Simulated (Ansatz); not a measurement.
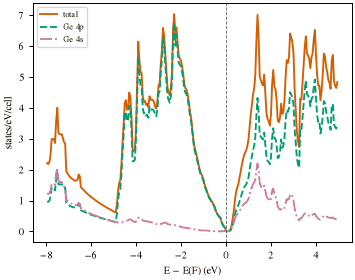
Figure. Total and projected density of states of Ge in space group P6_3/mmc (No. 194; Ge on 4e, Ge on 4f), LDA in the plane-wave PAW code Ansatz

Which orbitals carry the states next to the Fermi level?

Within 0.5 eV of the Fermi level: Ge 4p 73 %, Ge 4s 23 %. Projections are on Löwdin-orthogonalised atomic valence shells; empty p or d shells of many metals are not among them.

Where is the tallest occupied peak in this window, and what makes it?

Near -2.3 eV, about 7.0 states/eV per cell; the largest projected share is Ge 4p.

The workflow started from a Materials Project entry (that database holds measured and hypothetical structures alike); the Crystallography Open Database copy checked does not list it. It is not the phase usual at ambient conditions (space group No. 227). The LDA relaxation kept the symmetry of its start; its stability against distortions is not shown here. Spin–orbit coupling is left out wherever it is not named.

Potentials: the later of the program's two PAW sets.
